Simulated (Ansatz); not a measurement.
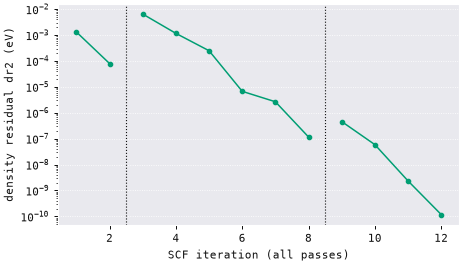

The plot shows the SCF iterations of a calculation: density residual dr2. The run starts with a semilocal functional; after that each stretch between dotted lines is one SCF of the hybrid functional between two exact rebuilds of the exchange operator by the outer loop. The starting density is a sum of atomic densities corrected by a trained network. The program stopped passes 1 and 2 early, since the exchange operator was about to change.

Program: Ansatz.

```
crystal:
  lattice:
    - [2.4434668803, 1.4107362611, 8.0469759316]
    - [-2.4434668803, 1.4107362611, 8.0469759316]
    - [0.0, -2.8214725222, 8.0469759316]
  atoms:
    - { symbol: Cl, position: [1.0, 0.0, 0.0] }
    - { symbol: I, position: [0.5, 0.5, 0.5] }
    - { symbol: K, position: [0.2590229784, 0.2590229784, 0.2590229784] }
    - { symbol: K, position: [0.7409770216, 0.7409770216, 0.7409770216] }
kpoints:
  mp_grid: { grid: [4, 4, 4] }
  band_path:
    path:
      - [0.0, 0.0, 0.0]
      - [0.5, 0.5, 0.5]
      - [0.8128436619, 0.1871563381, 0.5]
      - [0.5, -0.1871563381, 0.1871563381]
      - [0.5, 0.0, 0.0]
      - [0.3435781691, -0.3435781691, 0.0]
      - [0.6564218309, 0.0, 0.3435781691]
      - [0.5, 0.0, 0.5]
    npoints: 1
hamiltonian:
  xc: hse06
scf:
  occupations: { method: fixed }
  n_extra_bands: 5
output:
  forces: true
  stress: true
  eigenvalues: true
```

Launched with:
```bash
ansatz run input.yaml --threads 4 --pin off --max-ram 3686MiB --backend cpu --events-out ev --progress --plain --runs-dir out
```

### Did the calculation converge?

It was still iterating, at step 12, when the time limit ended it. There are 3 passes, of 2, 6 and 4 iterations. In pass 3, the residual is still falling at the last step (down to 1.2 × 10⁻¹⁰).

### Read the residual at the first and at the last step drawn.

It starts near 10⁻³ and ends near 10⁻¹⁰ eV.
